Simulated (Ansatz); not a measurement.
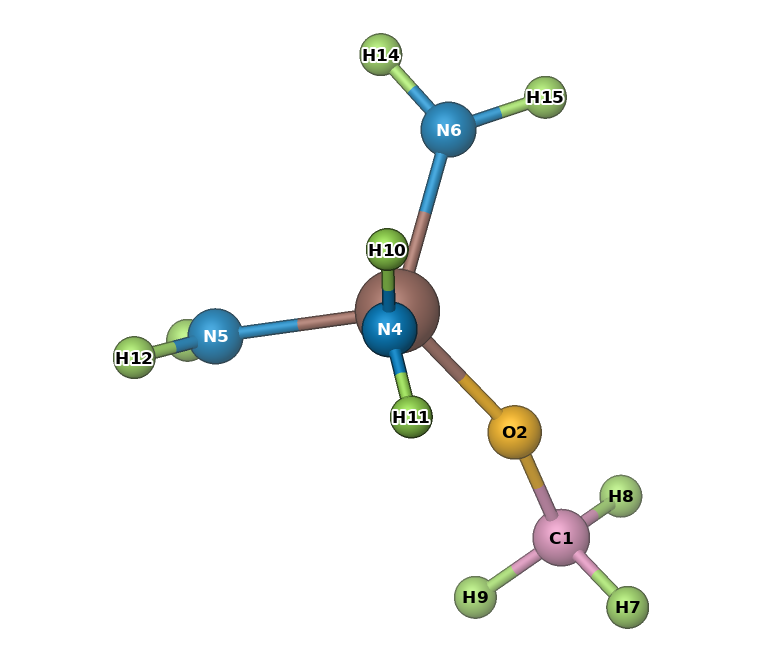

Ti3 lies behind N4. The molecule seen nearly along the N4–Ti3 bond, N4 in front. Distant atoms are faded towards the background colour. The species is neutral and a spin singlet. The geometry was computed by an optimisation with PBE0-D4/def2-TZVP.

What is the torsion angle H10–N4–Ti3–O2? The sign is positive where the front bond must turn clockwise to cover the back bond.

Answer. 138°, anticlinal.
